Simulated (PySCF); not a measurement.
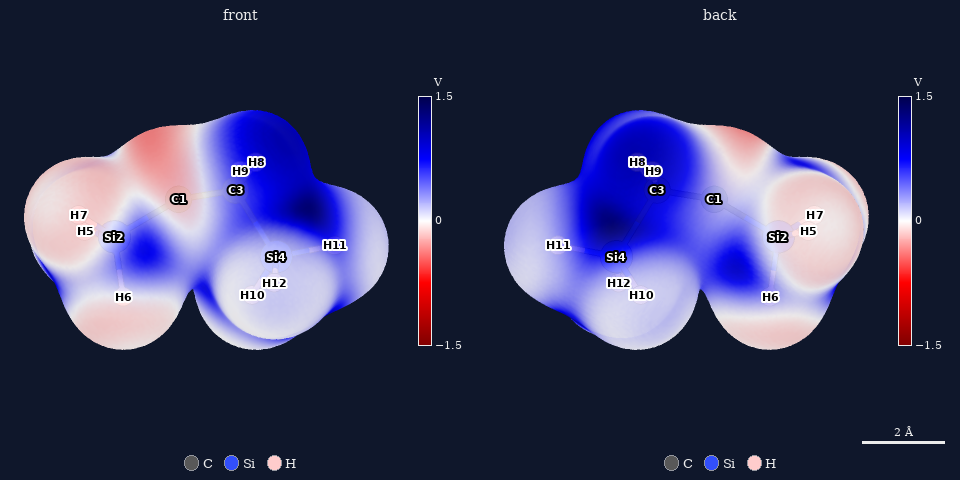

Figure 1: C₂H₈Si₂ (SMILES [SiH3][C]C[SiH3]) (triplet). The molecular electrostatic potential painted on the density surface at 0.002 e/bohr³, seen from the front and from behind; the colour scale runs from red (negative) to blue (positive).

Geometry: PBE0-D3(BJ)/def2-SVP.

The calculation used UKS B3LYP, IGLO-III on C Si, pcH-1 on H, non-relativistic, mean-field spin-orbit, GIAO (PySCF).

```xyz
12

C     0.2122    0.0937    1.0135
Si    1.3712   -1.2927    1.1910
C    -0.8479    0.8549    0.3816
Si   -0.7780    0.7238   -1.5211
H     0.6871   -2.5079    1.7425
H     1.9895   -1.6739   -0.1230
H     2.4692   -0.9094    2.1305
H    -0.7902    1.9304    0.6427
H    -1.8531    0.5146    0.7054
H    -0.9063   -0.7085   -1.9238
H    -1.8958    1.5107   -2.1288
H     0.5270    1.2562   -2.0133
```

Which sites attract a positive test charge, and which a negative one?

Answer. A positive charge is drawn to the negative regions and a negative charge to the positive ones. The most negative region (about −0.3 V) lies over C1, the most positive (about +1.3 V) over Si4.
